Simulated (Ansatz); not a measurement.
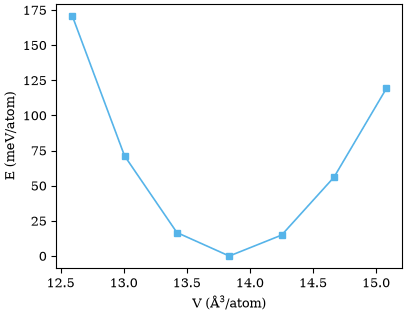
Figure: Ir (fcc (Cu type), Fm-3m) under volume change, plane-wave PAW LDA (Ansatz code), scaled uniformly.

Problem. What does a third-order Birch–Murnaghan fit give for V₀, B₀ and B′?

Solution. V₀ = 13.84 Å³/atom, B₀ = 405 GPa, B′ = 5.0.

The cell was relaxed with LDA under the symmetry of its start. No spin polarisation was allowed. Scalar-relativistic: spin–orbit coupling is off unless named, which matters more the heavier the elements.

Potentials: the later of the program's two PAW sets.
